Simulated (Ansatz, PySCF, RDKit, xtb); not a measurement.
# Which structure has the formula [NO2]+?, part 2 of 2

Task: start from the formula [NO2]+ (charge +1), draw up candidate structures, narrow them down in stages, and characterise the one that lies lowest at 298.15 K.

xtb, Ansatz and PySCF; isolated molecules. Earlier steps stand in the parts before.

### 13 Frequencies after a tight-binding relaxation (GFN2-xTB)

Input file start.xyz:

```xyz
3
c896a
N      0.000000     0.000000     0.000000
O      0.000000     0.000000    -1.132392
O      0.000000     0.000000     1.132392
```

Command:

```sh
$ xtb start.xyz --gfn 2 --ohess tight --chrg 1
```

The program printed, cut to the lines that bear on the results:

```text
* xtb version 6.7.1
[...]
          :  # basis functions                  12          :
[...]
          :  # electrons                        16          :
[...]
          :  Hamiltonian                  GFN2-xTB          :
[...]
          :  net charge                          1          :
          :  unpaired electrons                  0          :
[...]
   *** convergence criteria satisfied after 9 iterations ***
[...]
   *** GEOMETRY OPTIMIZATION CONVERGED AFTER 3 ITERATIONS ***
[...]
   *** convergence criteria satisfied after 3 iterations ***
[...]
         ::                     SUMMARY                     ::
         :::::::::::::::::::::::::::::::::::::::::::::::::::::
         :: total energy             -10.419468643680 Eh    ::
         :: gradient norm              0.000150058174 Eh/a0 ::
         :: HOMO-LUMO gap              7.386255375013 eV    ::
         ::.................................................::
         :: SCC energy               -10.523008795915 Eh    ::
         :: -> isotropic ES            0.212298180148 Eh    ::
         :: -> anisotropic ES          0.000225219143 Eh    ::
         :: -> anisotropic XC          0.006014966756 Eh    ::
         :: -> dispersion             -0.000490478528 Eh    ::
         :: repulsion energy           0.103540152236 Eh    ::
         :: add. restraining           0.000000000000 Eh    ::
         :: total charge               1.000000000000 e     ::
         :::::::::::::::::::::::::::::::::::::::::::::::::::::
[...]
         8        2.0000           -0.8834365             -24.0395 (HOMO)
         9                         -0.6119966             -16.6533 (LUMO)
[...]
     #   Z          covCN         q      C6AA      α(0)
     1   7          1.846     0.846    11.033     4.923
     2   8          0.924     0.077    14.102     5.036
     3   8          0.924     0.077    14.102     5.036
[...]
molecular dipole:
                 x           y           z       tot (Debye)
 q only:       -0.000      -0.000      -0.000
   full:       -0.000      -0.000      -0.000       0.000
Molecule has the following symmetry elements: (i) (Cinf) (C2) 2*(sigma)
[...]
          | TOTAL ENERGY              -10.419468643680 Eh   |
          | TOTAL ENTHALPY            -10.403323624260 Eh   |
          | TOTAL FREE ENERGY         -10.427541749915 Eh   |
          | GRADIENT NORM               0.000150072226 Eh/α |
[...]
```

Wall time 0.046 s (1 thread of Arm Neoverse N1, shared host).

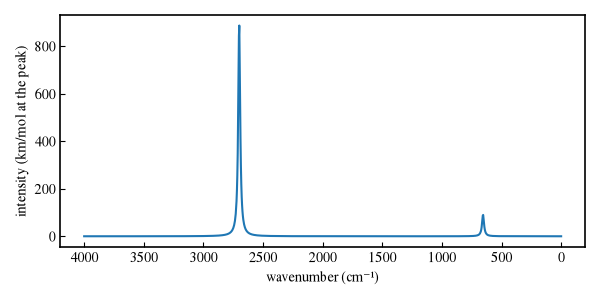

Harmonic infrared spectrum, unscaled, lines broadened by 10 cm⁻¹.

### 14 Electronic excitations (TD-CAM-B3LYP/def2-SVPD)

An in-house driver calls PySCF's response routines at TD-CAM-B3LYP/def2-SVPD; it has no typed input.

The program printed:

```text
coarse grid: 3240 points
cycle   1  E = -204.1863079638  dE =  1.465e+00  |g| = 1.138e+00  |ddm| = 2.337e+00
cycle   2  E = -203.9113367430  dE =  2.750e-01  |g| = 1.813e+00  |ddm| = 1.848e+00
cycle   3  E = -204.4514842880  dE = -5.401e-01  |g| = 1.222e-01  |ddm| = 1.138e+00
cycle   4  E = -204.4539190668  dE = -2.435e-03  |g| = 2.917e-02  |ddm| = 1.691e-01
cycle   5  E = -204.4540605570  dE = -1.415e-04  |g| = 2.527e-03  |ddm| = 2.811e-02
cycle   6  E = -204.4540619994  dE = -1.442e-06  |g| = 4.714e-04  |ddm| = 3.368e-03
final grid: 33408 points
cycle   7  E = -204.4944877943  dE = -3.003e-06  |g| = 3.317e-03  |ddm| = 2.059e-02
cycle   8  E = -204.4944848147  dE =  2.980e-06  |g| = 5.459e-03  |ddm| = 4.964e-03
cycle   9  E = -204.4944895870  dE = -4.772e-06  |g| = 1.108e-04  |ddm| = 3.070e-03
cycle  10  E = -204.4944895894  dE = -2.363e-09  |g| = 2.420e-05  |ddm| = 1.353e-04
cycle  11  E = -204.4944895895  dE = -1.190e-10  |g| = 9.664e-07  |ddm| = 3.141e-05
converged SCF energy = -204.4944895895

Static polarisability (au): isotropic 13.357, principal 8.448 8.448 23.175

Singlet excitations
state   eV       nm        f      main configurations
  1   6.5752    188.6   0.00000   H->L+1 0.49, H-1->L 0.49
  2   7.0839    175.0   0.00000   H-1->L 0.43, H->L+1 0.43
  3   7.0840    175.0   0.00000   H->L 0.43, H-1->L+1 0.43
  4  11.0335    112.4   0.00000   H-1->L+2 0.95
  5  11.0335    112.4   0.00000   H->L+2 0.95
  6  12.5309     98.9   0.00000   H-4->L+1 0.41, H-3->L 0.41, H-3->L+1 0.09
  7  12.5654     98.7   0.00000   H-2->L 0.96
  8  12.5654     98.7   0.00000   H-2->L+1 0.96

Triplet excitations (Tamm-Dancoff, eV): 5.3757 5.8994 5.8994
```

Run time: 3.9 s. Hardware: 1 thread of Arm Neoverse N1, shared host.

The roots found:

| excited state | energy (eV) | strength |
| --- | --- | --- |
| 1 | 6.575 | 0.0000 |
| 2 | 7.084 | 0.0000 |
| 3 | 7.084 | 0.0000 |
| 4 | 11.034 | 0.0000 |
| 5 | 11.034 | 0.0000 |
| 6 | 12.531 | 0.0000 |
| 7 | 12.565 | 0.0000 |
| 8 | 12.565 | 0.0000 |

### 15 NMR shieldings (GIAO PBE0/pcSseg-1)

An in-house driver calls PySCF's response routines at GIAO PBE0/pcSseg-1; it has no typed input.

The program printed:

```text
coarse grid: 3240 points
cycle   1  E = -204.2249352517  dE =  1.442e+00  |g| = 1.070e+00  |ddm| = 1.870e+00
cycle   2  E = -203.7557166071  dE =  4.692e-01  |g| = 2.081e+00  |ddm| = 1.328e+00
cycle   3  E = -204.4482332305  dE = -6.925e-01  |g| = 1.177e-01  |ddm| = 8.064e-01
cycle   4  E = -204.4503813067  dE = -2.148e-03  |g| = 4.137e-02  |ddm| = 7.449e-02
cycle   5  E = -204.4506381590  dE = -2.569e-04  |g| = 2.025e-03  |ddm| = 1.769e-02
cycle   6  E = -204.4506387618  dE = -6.028e-07  |g| = 1.968e-04  |ddm| = 1.096e-03
final grid: 33408 points
cycle   7  E = -204.4861579465  dE =  1.407e-05  |g| = 1.331e-02  |ddm| = 1.010e-02
cycle   8  E = -204.4860774141  dE =  8.053e-05  |g| = 2.604e-02  |ddm| = 1.447e-02
cycle   9  E = -204.4861854672  dE = -1.081e-04  |g| = 6.872e-04  |ddm| = 9.797e-03
cycle  10  E = -204.4861855531  dE = -8.594e-08  |g| = 1.458e-05  |ddm| = 3.722e-04
cycle  11  E = -204.4861855531  dE = -3.973e-11  |g| = 3.672e-06  |ddm| = 9.805e-06
converged SCF energy = -204.4861855531

GIAO shielding tensors (ppm)
atom      isotropic    diamagn.    paramagn.     s11        s22        s33       span
  0 N      -30.311     315.811    -346.122   -218.848   -218.848    346.761    565.609
  1 O       66.174     392.244    -326.069   -106.085   -106.085    410.693    516.778
  2 O       66.174     392.244    -326.069   -106.085   -106.085    410.693    516.778
```

It took 2.6 s on 1 thread of Arm Neoverse N1, shared host.

Isotropic shieldings, averaged over atoms that the bond graph makes equivalent (absolute, not shifts):

| atoms | shielding (ppm) |
| --- | --- |
| N1 | -30.3 |
| O2, O3 | 66.2 |

### 16 One electron fewer at the same geometry (PBE0/def2-TZVPD)

Input file input.yaml:

```yaml
basis:
  gaussian:
    orbitals: def2-TZVPD
crystal:
  periodic: [false, false, false]
  atoms:
    - symbol: N
      position_ang: [0.000000, 0.000000, 0.000000]
    - symbol: O
      position_ang: [0.000000, 0.000000, -1.132392]
    - symbol: O
      position_ang: [0.000000, 0.000000, 1.132392]
magnetization:
  spin_polarized: true
  initial_magnetization: 1
hamiltonian:
  xc: pbe0
total_charge: 2
```

Command:

```sh
$ ansatz run input.yaml --threads 1 --pin off --max-ram 2610MiB --events-out events.jsonl --progress --plain --runs-dir runs
```

The program printed:

```text
Warning: RAYON_NUM_THREADS=1 ignored (pool sized by the plan → 1); use --threads N
[... 2 set-up lines as earlier in the session ...]
  parameter a = 0.25
  parameter kappa = 0.804
  parameter beta = 0.06672455060314922
  exchange = (1 - a)*pbe_x(kappa = kappa, mu = beta*pi^2/3) + a*exact_x
  correlation = pbe_c(beta = beta)
547 factors; their error is unknown
mean field evaluation 1: about -5540.1181 eV, gradient 3.2e1 eV
mean field evaluation 2: about -5540.8550 eV, gradient 2.7e1 eV
mean field evaluation 4: about -5542.9845 eV, gradient 9.8e-1 eV
mean field evaluation 8: about -5543.0303 eV, gradient 2.4e-2 eV
mean field evaluation 16: about -5543.0304 eV, gradient 1.3e-5 eV
mean field -5543.03035196 eV, -203.7026082336 hartree, gradient 1.3e-5 eV, S^2 0.799772; 0 other end points of the search recorded, 0 dependent functions left out
reference -5543.03036090 eV, -203.7026085620 hartree; 11, 10 occupied and 106, 107 virtual orbitals, 547 factors
Total energy: -5543.03036090 eV, -203.7026085620 hartree
```

Wall time 3.6 s (1 thread of Arm Neoverse N1, shared host).

Difference from the parent: 24.41 eV.

### 17 One electron more at the same geometry (PBE0/def2-TZVPD)

Input file input.yaml:

```yaml
crystal:
  periodic: [false, false, false]
  atoms:
    - {symbol: N, position_ang: [0.000000, 0.000000, 0.000000]}
    - {symbol: O, position_ang: [0.000000, 0.000000, -1.132392]}
    - {symbol: O, position_ang: [0.000000, 0.000000, 1.132392]}
basis:
  gaussian: {orbitals: def2-TZVPD}
magnetization: {spin_polarized: true, initial_magnetization: 1}
hamiltonian: {xc: {name: PBE0}}
scf: {lower_state_search: "off"}
```

Command:

```sh
$ ansatz run input.yaml --threads 1 --pin off --max-ram 2610MiB --events-out events.jsonl --progress --plain --runs-dir runs
```

The program printed, cut to the lines that bear on the results:

```text
Warning: RAYON_NUM_THREADS=1 ignored (pool sized by the plan → 1); use --threads N
[... 2 set-up lines as earlier in the session ...]
[...]
547 factors; their error is unknown
[...]
mean field -5575.16774092 eV, -204.8836354944 hartree, gradient 9.7e-6 eV, S^2 0.753923; 0 other end points of the search recorded, 0 dependent functions left out
reference -5575.16778270 eV, -204.8836370298 hartree; 12, 11 occupied and 105, 106 virtual orbitals, 547 factors
Total energy: -5575.16778270 eV, -204.8836370298 hartree
Checks for a lower state left out: stability, starts, cluster_reference, orbital_swaps, neighbouring_geometries, increment
```

Run time: 2.6 s. Hardware: 1 thread of Arm Neoverse N1, shared host.

Parent less the species with the added electron: 7.73 eV.

### 18 The triplet at the same geometry (PBE0/def2-TZVPD)

Input file input.yaml:

```yaml
crystal:
  periodic: [false, false, false]
  atoms:
    - {symbol: N, position_ang: [0.000000, 0.000000, 0.000000]}
    - {symbol: O, position_ang: [0.000000, 0.000000, -1.132392]}
    - {symbol: O, position_ang: [0.000000, 0.000000, 1.132392]}
basis:
  gaussian:
    orbitals: def2-TZVPD
total_charge: 1
magnetization:
  spin_polarized: true
  initial_magnetization: 2
hamiltonian:
  xc: pbe0
```

Command:

```sh
$ ansatz run input.yaml --threads 1 --pin off --max-ram 2610MiB --events-out events.jsonl --progress --plain --runs-dir runs
```

The program printed, cut to the lines that bear on the results:

```text
Warning: RAYON_NUM_THREADS=1 ignored (pool sized by the plan → 1); use --threads N
[... 7 set-up lines as earlier in the session ...]
547 factors; their error is unknown
mean field evaluation 1: about -5558.9803 eV, gradient 2.6e1 eV
mean field evaluation 2: about -5560.1220 eV, gradient 1.9e1 eV
mean field evaluation 4: about -5561.0949 eV, gradient 1.2e0 eV
mean field evaluation 8: about -5561.1318 eV, gradient 2.2e-2 eV
mean field evaluation 16: about -5561.1318 eV, gradient 4.9e-6 eV
mean field evaluation 32: about -5561.0859 eV, gradient 1.3e0 eV
mean field -5561.76489659 eV, -204.3910900500 hartree, gradient 6.6e-6 eV, S^2 2.005883; 3 other end points of the search recorded, 0 dependent functions left out
reference -5561.76491560 eV, -204.3910907488 hartree; 12, 10 occupied and 105, 107 virtual orbitals, 547 factors
Total energy: -5561.76491560 eV, -204.3910907488 hartree
```

It took 10 s on 1 thread of Arm Neoverse N1, shared host.

It lies 5.67 eV above the singlet.

### 19 Stability of the closed-shell solution (PBE0/def2-SVP)

Input file input.py:

```python
from pyscf import gto, dft

mol = gto.M(
    atom='''
N        0.000000       0.000000       0.000000
O        0.000000       0.000000      -1.132392
O        0.000000       0.000000       1.132392
''',
    charge=1,
    basis='def2-svp',
    verbose=3,
    max_memory=1860,
    spin=0,
)

mf = dft.RKS(mol, xc='pbe0')
mf = mf.density_fit(auxbasis='def2-universal-jkfit')
mf.max_cycle = 100
mf.grids.level = 3
mf.kernel()
if not mf.converged:
    mf = mf.newton().run(mf.mo_coeff, mf.mo_occ)

e_final = mf.e_tot
print('Final energy', e_final)
mo_i, mo_e, stable_i, stable_e = mf.stability(internal=True, external=True, return_status=True)
print('stable: internal', stable_i, 'external', stable_e)
```

Command:

```sh
$ OMP_NUM_THREADS=1 python input.py
```

The program printed:

```text
converged SCF energy = -204.351702712322
Final energy -204.35170271232158
<class 'pyscf.df.df_jk.DFRKS'> wavefunction is stable in the internal stability analysis
<class 'pyscf.df.df_jk.DFRKS'> wavefunction is stable in the real -> complex stability analysis
<class 'pyscf.df.df_jk.DFRKS'> wavefunction is stable in the RHF/RKS -> UHF/UKS stability analysis
stable: internal True external True
```

It took 12 s on 1 thread of Arm Neoverse N1, shared host.

### 20 Summary of results

This closing draws on all 2 parts.

| quantity | value |
| --- | --- |
| lowest structure found | O=[N+]=O, singlet, D∞h |
| next finalist | O=[N+]=O, triplet, 73.4 kcal/mol higher in G |
| share at equilibrium, among the finalists | 100.0 % |
| funnel | 3 starts, 2 minima at GFN2-xTB, 4 screening runs, 3 relaxed, 3 ranked |
| CPU time of all runs | 5.6 min |
| harmonic wavenumbers, lowest and highest (PBE-D3(BJ)/def2-SVP) | 595 and 2469 cm⁻¹ |
| rotational constants, same geometry | 0.4108 cm⁻¹ |
| HOMO energy (PBE0/def2-TZVPD) | -21.05 eV |
| LUMO energy (PBE0/def2-TZVPD) | -11.14 eV |
| HOMO–LUMO gap (PBE0/def2-TZVPD) | 9.91 eV |
| lowest excitation (TD-CAM-B3LYP/def2-SVPD) | 6.58 eV (f = 0.000) |
| lowest triplet excitation, same level, Tamm-Dancoff | 5.38 eV |
| vertical ionisation energy | 24.41 eV |
| vertical recombination energy (electron added) | 7.73 eV |
| vertical triplet less singlet | +5.67 eV |

In words: The lowest structure found is `O=[N+]=O`. Among the finalists first place is clear (73.4 kcal/mol); structures outside the list aren't covered. r2SCAN-D4/def2-SVP, PBE-D3(BJ)/def2-SVP, HF/def2-TZVPP and MP2/def2-TZVPP already put its bonding pattern lowest among the structures in one piece. The largest share of the time went into the relaxations (51 %). A large T1 diagnostic among the finalists warns that one reference determinant may not suffice. It concerns: the winner; the finalist O=[N+]=O (triplet); the finalist [N][O][O] ‡ (singlet). The search is not exhaustive (a finite list of starts, one conformer a finalist), so a lower isomer can't be ruled out.

‡ marks the bonded skeleton alone, with all bonds drawn single: no Lewis structure was assigned that passes a check against the bond lengths.
